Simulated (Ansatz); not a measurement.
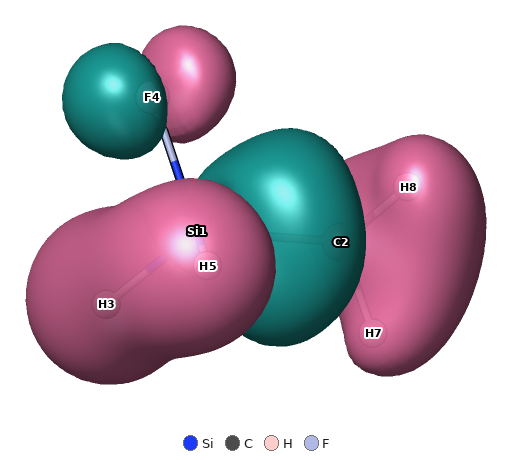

Figure. CH₅FSi. The HOMO at ±0.08 Å⁻³ᐟ² (teal and pink are the two phases), seen at a tilt.

The product side of a reaction path; geometry: PBE0-D4/def2-TZVP.

Theory: RKS PBE0-D4/def2-TZVPP (Ansatz).

```xyz
8

Si   -0.7353    0.4356   -0.1590
C     0.8077   -0.5322    0.1843
H    -1.4143   -0.0417   -1.3902
F    -0.3565    1.9772   -0.3907
H    -1.6787    0.3805    0.9862
H     1.5046   -0.4708   -0.6546
H     0.5605   -1.5857    0.3440
H     1.3120   -0.1627    1.0801
```

**Where does this orbital lie, and at what energy?**

It lies mainly on C2 (about 35 %), Si1 (about 25 %), F4 (about 10 %), H3 (about 5 %) and H5 (about 5 %). Its energy is −9.24 eV.
